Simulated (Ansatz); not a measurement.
A series of calculations on AlNH5OCl

**1. Relaxation**

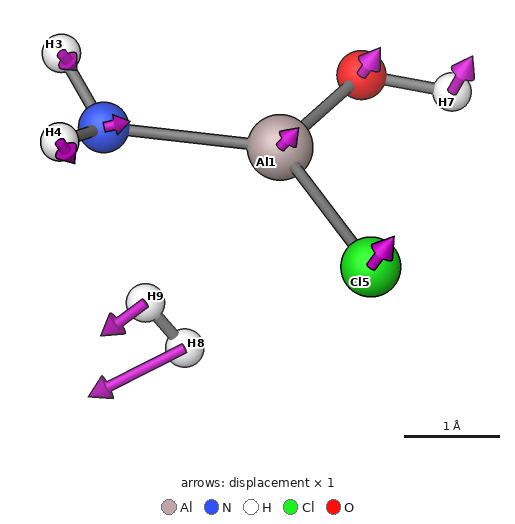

A relaxation of AlNH$_{5}$OCl. The starting structure is drawn; purple arrows show the displacements, at their true length. The two geometries are superimposed by the best rigid fit.

The picture is a ball-and-stick view, seen at a tilt.

The run prepares an end point of a later path (reaction) calculation, from a guessed geometry.

Method: RKS BLYP-D4/6-31G* in Ansatz.

The input:
```yaml
crystal:
  periodic: [false, false, false]
  atoms:
    - { symbol: Al, position_ang: [-0.143355, 0.056547, 0.276197] }
    - { symbol: "N", position_ang: [0.065926, 0.091089, 2.136041] }
    - { symbol: H, position_ang: [-0.755919, 0.22976, 2.72899] }
    - { symbol: H, position_ang: [0.867622, 0.585586, 2.537231] }
    - { symbol: Cl, position_ang: [1.588209, 0.312809, -0.931664] }
    - { symbol: O, position_ang: [-1.697366, -0.252695, -0.39073] }
    - { symbol: H, position_ang: [-1.795953, -0.359282, -1.35625] }
    - { symbol: H, position_ang: [0.472893, -2.555188, 0.929495] }
    - { symbol: H, position_ang: [0.434743, -2.027625, 1.41059] }
basis:
  gaussian: { orbitals: "6-31G*" }
hamiltonian:
  xc: blyp
  dispersion: d4
relax:
  f_tol: 0.03
  max_steps: 50
```

Launched with:
```bash
ansatz run input.yaml --threads 1 --pin off --max-ram 2048MiB --backend cpu --events-out ev --progress --plain --runs-dir out
```

Which element moves most?

Answer. Hydrogen: up to 1.17 Å, against 0.46 Å for chlorine.

Describe the change and its energy.

Answer. After 18 accepted moves (22 points after the start) the energy has fallen by 0.210 eV. The largest force component goes from 1.5 to 0.011 eV/Å. The line search rejected the trial steps at points 3, 9, 12, 13 of the run. The forces were under the threshold at step 14, but the run went on from there. The largest move after the best rigid fit is that of H8, 1.17 Å. Largest moves by element: H 1.17 Å, Cl 0.46 Å, O 0.40 Å, Al 0.32 Å, N 0.30 Å. Among the contacts that change: Al1–N2 1.872 → 1.775 Å, H8–H9 0.715 → 0.751 Å. Among the angles between lasting bonds that change: Al1–N2–H3 119.3° → 124.3°.

Limits of the set-up: the start holds two separate molecules, 2.3 Å apart at their closest, whose relative position is a soft coordinate.

**2. Relaxation**

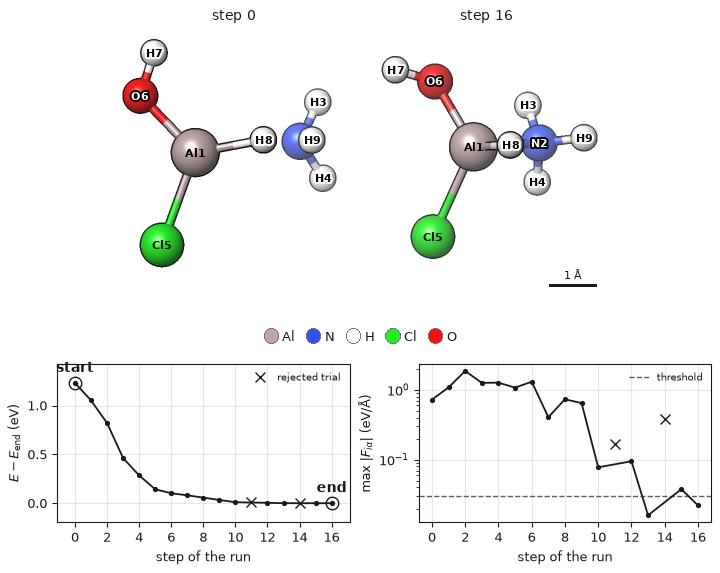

First and last geometry of a relaxation of AlNH$_{5}$OCl, with the history of the run. Style: ball-and-stick. Shown at a tilt.

The run prepares an end point of a later path (reaction) calculation, from a guessed geometry.

Theory: RKS BLYP-D4/6-31G* in Ansatz 0.2.0.

Input
```yaml
crystal:
  periodic: [false, false, false]
  atoms:
    - { symbol: Al, position_ang: [0.092828, -0.60072, -0.546594] }
    - { symbol: "N", position_ang: [0.070544, -0.122764, 2.519695] }
    - { symbol: H, position_ang: [-0.717927, -0.197531, 3.172215] }
    - { symbol: H, position_ang: [0.883809, 0.180559, 3.06498] }
    - { symbol: Cl, position_ang: [1.808258, 0.407798, -1.30099] }
    - { symbol: O, position_ang: [-1.410447, -0.128719, -1.251494] }
    - { symbol: H, position_ang: [-2.223067, -0.56019, -0.922217] }
    - { symbol: H, position_ang: [0.262564, -1.813036, 0.437779] }
    - { symbol: H, position_ang: [0.270238, -1.084398, 2.166525] }
basis:
  gaussian: { orbitals: "6-31G*" }
hamiltonian:
  xc: blyp
  dispersion: d4
relax:
  f_tol: 0.03
  max_steps: 50
```

Command:
```bash
ansatz run input.yaml --threads 1 --pin off --max-ram 2048MiB --backend cpu --events-out ev --progress --plain --runs-dir out
```

Read the history and describe the run.

Answer. It converged. Over 14 accepted moves (16 points after the start) the energy falls by 1.231 eV. The largest force component goes from 0.72 to 0.022 eV/Å. The line search rejected the trial steps at points 11, 14 of the run. The forces were under the threshold at step 13, but the run went on from there. O6 moves most after the best rigid fit: 1.12 Å. By element the largest moves are O 1.12 Å, H 0.95 Å, Cl 0.70 Å, Al 0.61 Å, N 0.52 Å. Among the contacts that change: Al1–N2 3.103 → 2.053 Å, Al1–Cl5 2.128 → 2.183 Å, Al1–O6 1.726 → 1.751 Å, Al1–H8 1.571 → 1.595 Å. New bonds form, among them: Al1–N2 (3.10 → 2.05 Å). Bond angles that change, for instance: Cl5–Al1–H8 120.1° → 114.2°, O6–Al1–H8 124.1° → 121.2°. Groups turn about Al1–O6 by about 100°.

```json
{"step": "0", "E − E(0), eV": "0.0000", "largest force component, eV/Å": "0.7249", "note": ""}
{"step": "1", "E − E(0), eV": "-0.1787", "largest force component, eV/Å": "1.0824", "note": ""}
{"step": "2", "E − E(0), eV": "-0.4102", "largest force component, eV/Å": "1.8607", "note": ""}
{"step": "3", "E − E(0), eV": "-0.7690", "largest force component, eV/Å": "1.2576", "note": ""}
{"step": "4", "E − E(0), eV": "-0.9469", "largest force component, eV/Å": "1.2668", "note": ""}
{"step": "5", "E − E(0), eV": "-1.0886", "largest force component, eV/Å": "1.0758", "note": ""}
{"step": "6", "E − E(0), eV": "-1.1290", "largest force component, eV/Å": "1.3059", "note": ""}
{"step": "7", "E − E(0), eV": "-1.1505", "largest force component, eV/Å": "0.4063", "note": ""}
{"step": "8", "E − E(0), eV": "-1.1740", "largest force component, eV/Å": "0.7318", "note": ""}
{"step": "9", "E − E(0), eV": "-1.1976", "largest force component, eV/Å": "0.6455", "note": ""}
{"step": "10", "E − E(0), eV": "-1.2212", "largest force component, eV/Å": "0.0778", "note": ""}
{"step": "11", "E − E(0), eV": "-1.2195", "largest force component, eV/Å": "0.1669", "note": "rejected"}
{"step": "12", "E − E(0), eV": "-1.2270", "largest force component, eV/Å": "0.0949", "note": ""}
{"step": "13", "E − E(0), eV": "-1.2309", "largest force component, eV/Å": "0.0160", "note": ""}
{"step": "14", "E − E(0), eV": "-1.2294", "largest force component, eV/Å": "0.3828", "note": "rejected"}
{"step": "15", "E − E(0), eV": "-1.2313", "largest force component, eV/Å": "0.0378", "note": ""}
{"step": "16", "E − E(0), eV": "-1.2314", "largest force component, eV/Å": "0.0222", "note": ""}
```

**3. Path**

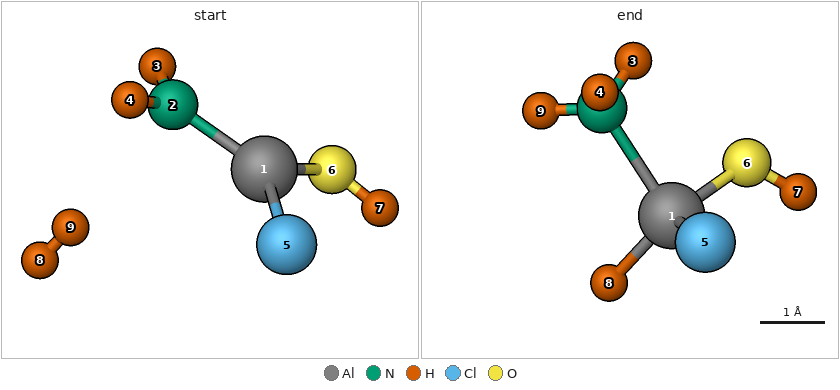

The two relaxed end points of a path for AlNH5OCl, made up at the start of AlNH3OCl and H2. Style: ball-and-stick. Shown at a tilt.

All numbers below come from RKS BLYP-D4/6-31G* in Ansatz.

Settings: 5 movable images; climbing image; force threshold 0.05 eV/Å; iteration limit 60.

Start:
```xyz
9

Al   -0.2514    0.3223    0.1270
N     0.0013    0.1568    1.8758
H    -0.7405   -0.0349    2.5483
H     0.9012    0.2690    2.3406
Cl    1.4233    0.7319   -1.1236
O    -1.8364    0.1302   -0.5113
H    -1.9673    0.1531   -1.4775
H     0.8569   -3.1845    1.7843
H     0.6497   -2.4629    1.7763
```

End:
```xyz
9

Al    0.0622   -0.7842    0.0367
N     0.1245   -0.3304    2.0383
H    -0.7921    0.0812    2.2659
H     0.8496    0.3757    2.2241
Cl    1.6644    0.5199   -0.6683
O    -1.5758   -0.1889   -0.1287
H    -1.9735   -0.1196   -1.0160
H     0.3908   -2.3408   -0.0736
H     0.2867   -1.1319    2.6615
```

What barrier does the band find between them, and by what path?

Answer. The energy climbs by 77.7 kJ/mol to image 4 and then falls by 142.4 kJ/mol, so the end point sits at −64.7 kJ/mol. Breaking: H8–H9 (0.75 → 1.02 at the top → 2.99 Å). Forming: Al1–H8 (4.03 → 1.83 at the top → 1.59 Å), N2–H9 (2.70 → 1.43 at the top → 1.03 Å). The band converged in 19 iterations. The largest component of the band force went from 33 to 0.046 eV/Å. The climbing image converged on the top of the path. Its vibrational analysis gives one imaginary mode (1208i cm⁻¹), as a transition state must have.

Energies of the converged images:

```
image  path (Å)  E (kJ/mol)
    0      0.00         0.0
    1      0.74         0.4
    2      1.47         2.1
    3      2.21        18.2
    4      2.95        77.7
    5      3.82       -42.0
    6      4.70       -64.7
```

The geometry at the top of the path:

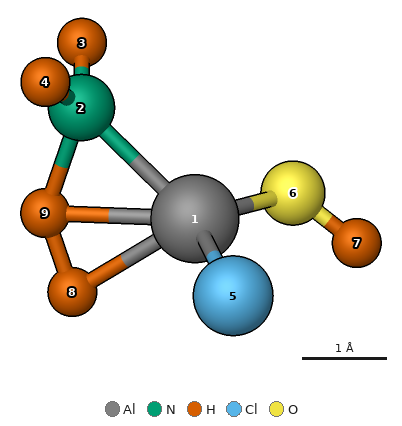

Limits of the set-up: the start holds two separate molecules, 2.7 Å apart at their closest, whose relative position is a soft coordinate.

The run took 4.3 min on 1 thread of Arm Neoverse V1, on a shared host, peak memory 0.12 GiB.
